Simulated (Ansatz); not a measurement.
# SnSe (SMILES [Se][Sn]) at PBE0/STO-3G

What is the vertical ionisation energy of SnSe at PBE0/STO-3G? 

The results are computed with Ansatz 0.2.0.

57 further runs of the same task are left out: 19 that didn't finish, 38 set aside as unsound or not needed.

### 1 Starting point

SnSe has 2 atoms, charge 0, and is taken as a singlet. SMILES: `[Se][Sn]`. The coordinates come from a PBE0-D4/def2-TZVP relaxation.

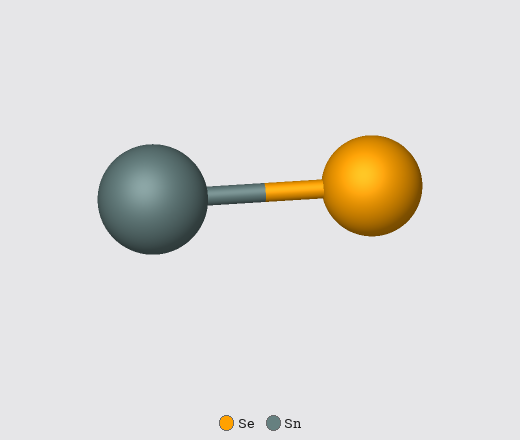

The structure, seen from a chosen angle (selenium orange, tin teal).

### 2 The energy at PBE0/STO-3G

The input, in.yaml:

```yaml
crystal:
  periodic: [false, false, false]
  atoms:
    - {symbol: Se, position_ang: [0.000000, -0.000000, 0.006530]}
    - {symbol: Sn, position_ang: [-0.000000, 0.000000, 2.331810]}
basis:
  gaussian: {orbitals: STO-3G}
hamiltonian: {xc: pbe0}
accuracy: high
```

Started as:

```sh
$ ansatz run in.yaml --threads 1 --pin off --max-ram 3480MiB --events-out events.jsonl --progress --plain --runs-dir runs
```

The log of the run:

```text
Warning: RAYON_NUM_THREADS=1 ignored (pool sized by the plan → 1); use --threads N
Functional definition: PBE0
  name "PBE0"
  parameter a = 0.25
  parameter kappa = 0.804
  parameter beta = 0.06672455060314922
  exchange = (1 - a)*pbe_x(kappa = kappa, mu = beta*pi^2/3) + a*exact_x
  correlation = pbe_c(beta = beta)
711 factors; integrals over basis functions are off by at most 1.8e-8 eV
mean field evaluation 1: about -226932.4346 eV, gradient 2.0e1 eV
mean field evaluation 2: about -226897.0160 eV, gradient 8.1e1 eV
mean field evaluation 4: about -226935.6240 eV, gradient 1.3e0 eV
mean field evaluation 8: about -226935.6298 eV, gradient 6.7e-2 eV
mean field evaluation 16: about -226935.6298 eV, gradient 3.0e-8 eV
mean field -226935.62982845 eV, -8339.7305737010 hartree, gradient 3.0e-8 eV, S^2 0.000000; 0 other end points of the search recorded, 0 dependent functions left out
reference -226935.62982974 eV, -8339.7305737485 hartree; 42, 42 occupied and 3, 3 virtual orbitals, 711 factors
Total energy: -226935.62982974 eV, -8339.7305737485 hartree
```

It took 2.3 s on 1 thread of Arm Neoverse V1, shared host; peak memory 0.14 GiB.

### 3 The doublet cation

The input, run.yaml:

```yaml
basis:
  gaussian: {orbitals: STO-3G}
crystal:
  periodic: [false, false, false]
  atoms:
    - {symbol: Se, position_ang: [0.000000, -0.000000, 0.006530]}
    - {symbol: Sn, position_ang: [-0.000000, 0.000000, 2.331810]}
total_charge: 1
magnetization: {spin_polarized: true, initial_magnetization: 1}
hamiltonian: {xc: pbe0}
accuracy: high
```

Started as:

```sh
$ ansatz run run.yaml --threads 1 --pin off --max-ram 3480MiB --events-out events.jsonl --progress --plain --runs-dir runs
```

The log of the run, cut to the lines that bear on the results:

```text
Warning: RAYON_NUM_THREADS=1 ignored (pool sized by the plan → 1); use --threads N
[... 7 set-up lines as earlier in the session ...]
711 factors; integrals over basis functions are off by at most 1.8e-8 eV
mean field evaluation 1: about -226920.1741 eV, gradient 2.2e1 eV
mean field evaluation 2: about -226851.3094 eV, gradient 6.5e1 eV
mean field evaluation 4: about -226928.9212 eV, gradient 9.2e-1 eV
mean field evaluation 8: about -226928.9298 eV, gradient 1.8e-1 eV
mean field evaluation 16: about -226928.9287 eV, gradient 2.1e-5 eV
mean field evaluation 32: about -226928.9287 eV, gradient 7.0e-8 eV
mean field -226928.92871022 eV, -8339.4843121480 hartree, gradient 7.0e-8 eV, S^2 0.766328; 3 other end points of the search recorded, 0 dependent functions left out
reference -226928.92871154 eV, -8339.4843121967 hartree; 42, 41 occupied and 3, 4 virtual orbitals, 711 factors
Total energy: -226928.92871154 eV, -8339.4843121967 hartree
```

Wall time 5.4 s (1 thread of Arm Neoverse V1, shared host); peak memory 0.21 GiB.

### 4 What came out

At PBE0/STO-3G:

| quantity | value |
| --- | --- |
| singlet SnSe: total energy | -8339.73057 Eh |
| doublet cation: total energy | -8339.48431 Eh |
| doublet cation: ⟨S²⟩ | 0.766 |
| vertical ionisation energy (to the doublet cation) | 6.701 eV |

In words: The vertical ionisation energy comes to 6.70 eV (155 kcal/mol). In a minimal basis such a difference can be off by several eV, whatever the method. Relativity is left out (singlet SnSe) although the molecule holds a heavy atom. Relativity is left out (doublet cation) although the molecule holds a heavy atom.
